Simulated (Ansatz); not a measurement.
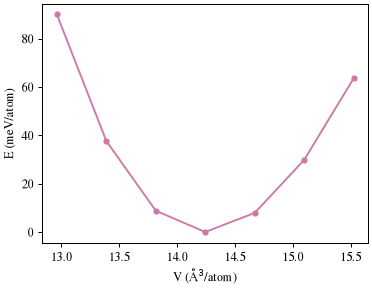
Figure. RuS₂ in space group Pa-3 (No. 205; Ru on 4a, S on 8c) under volume change, plane-wave PAW LDA (Ansatz code), shape and atoms relaxed at each volume.

Task: What does a third-order Birch–Murnaghan fit give for V₀, B₀ and B′?

Result: V₀ = 14.24 Å³/atom, B₀ = 208 GPa, B′ = 4.8.

Symmetry was held in the LDA relaxation. The run is not spin-polarised.

Potentials: the later of the program's two PAW sets.
